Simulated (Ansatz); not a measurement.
C2H6BSb (SMILES C=C[BH][SbH2])

Input file:

```
crystal:
  periodic: [false, false, false]
  atoms:
    - { symbol: C, position_ang: [-1.2793, 1.5368, 0.2089] }
    - { symbol: C, position_ang: [-0.4922, 0.6196, 0.5915] }
    - { symbol: B, position_ang: [-0.46432, 0.18426, 2.08417] }
    - { symbol: Sb, position_ang: [0.901, -1.54435, 2.74155] }
    - { symbol: H, position_ang: [-1.3632, 1.9027, -0.8558] }
    - { symbol: H, position_ang: [-1.9911, 2.066, 0.9157] }
    - { symbol: H, position_ang: [0.15997, 0.10928, -0.11615] }
    - { symbol: H, position_ang: [-1.19694, 0.62237, 2.90148] }
    - { symbol: H, position_ang: [0.69152, -1.10733, 4.37446] }
    - { symbol: H, position_ang: [2.32329, -0.41889, 2.54667] }
basis:
  gaussian: { orbitals: def2-SVP }
hamiltonian:
  xc: pbe0
relax:
  f_tol: 0.015
  max_steps: 40
output:
  orbitals: {}
```

Command:

```sh
ansatz run input.yaml --threads 2 --pin off --max-ram 3072MiB --backend cpu --events-out ev --progress --plain --runs-dir out
```

The fields are those of the relaxed geometry.

Core potentials replace the inner electrons of Sb.

Computed with RKS PBE0/def2-SVP (Ansatz 0.2.0).

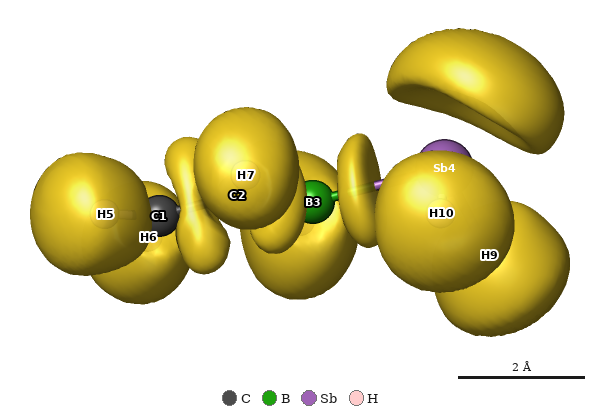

Figure 1. Isosurface of the electron localisation function at 0.75 (yellow), seen from one side. Only the valence region is drawn (cores and ρ < 0.01 e/Å³ removed).

### Identify the bonds, lone pairs and shells in this picture.

The ELF exceeds this value in one region between bonded B–C atoms (shared pairs), one region between bonded C–C atoms (shared pairs), six regions around hydrogen nuclei, one lobe of the valence shell of B pointing towards Sb (polar bonds) and one lobe on Sb, pointing away from the bonds (lone pairs). Profiles from the grid: C–C (1.35 Å): the ELF peaks at about 0.95 between the atoms; a covalent bond. C–B (1.54 Å): the ELF peaks at about 1 between the atoms (localised, covalent bonding).

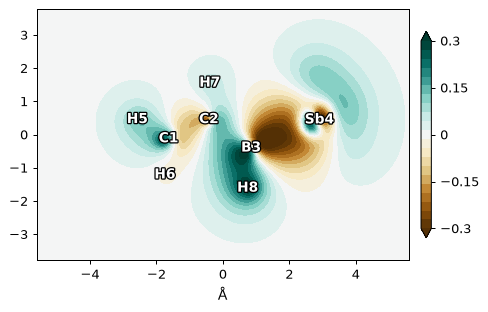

Figure 2. The HOMO−1 on the plane of atoms C2, B3 and H8 (values in Å⁻³ᐟ²; the overall sign is arbitrary).

### Describe this orbital and give its energy.

Its weight (Hirshfeld) is mainly on Sb4 (about 40 %), B3 (about 15 %), C2 (about 10 %), C1 (about 10 %), H10 (about 10 %) and H9 (about 5 %). Its energy is −8.22 eV.

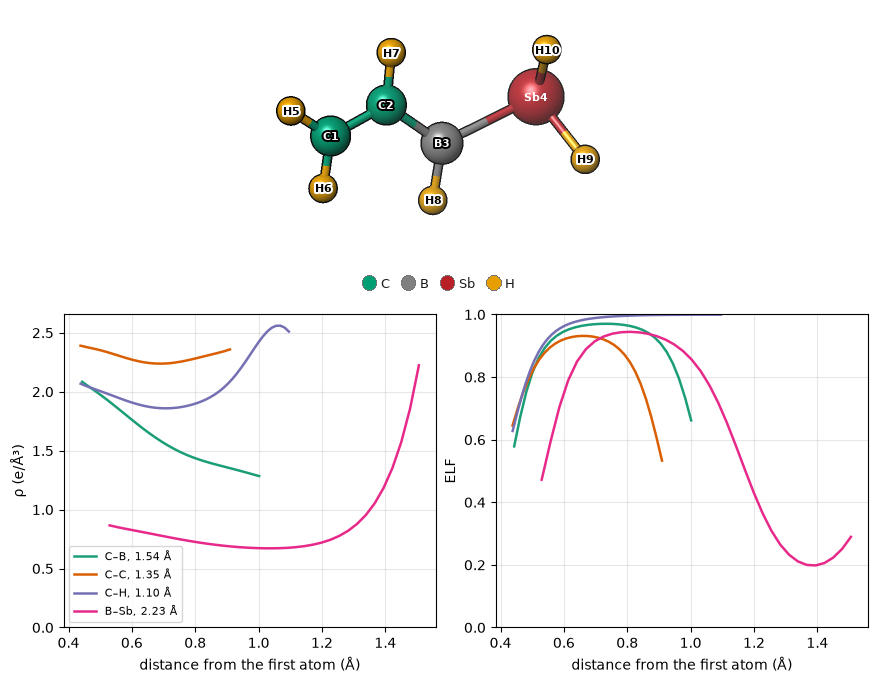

Figure 3. Electron density and ELF along straight lines between neighbouring atoms. The curves leave out the atomic cores. The structure is drawn too.

### What can be read from the curves?

C–B (1.54 Å): ρ is about 1.5 e/Å³ halfway; the ELF peaks at about 1 between the atoms (a shared electron pair).
C–C (1.35 Å): ρ at the midpoint is about 2.2 e/Å³; the ELF peaks at about 0.95 between the atoms (localised, covalent bonding).
C–H (1.10 Å): ρ is about 2 e/Å³ halfway; the ELF climbs to about 1 towards the hydrogen, as it does in any bond to H; a covalent bond by its length.
B–Sb (2.23 Å): ρ is about 0.68 e/Å³ halfway; the ELF peaks at about 0.95 in the valence shell of B, 0.8 Å from its nucleus, and drops to about 0.20 between the two atoms.

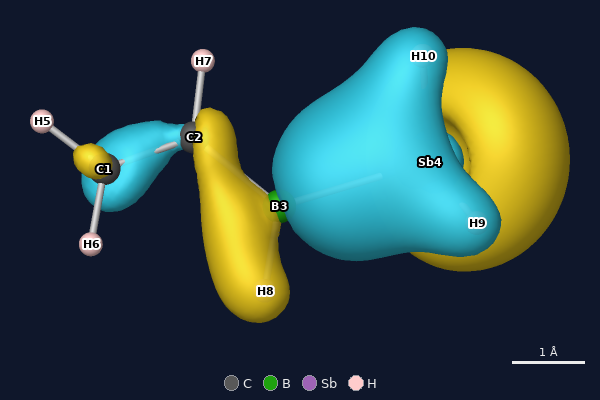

Figure 4. One frontier orbital at ±0.1 Å⁻³ᐟ² (yellow and cyan are the two phases), seen across its widest extent.

### Which orbital is it: HOMO or LUMO?

The HOMO, at −6.71 eV. It lies mainly on Sb4 (about 70 %) and B3 (about 15 %).
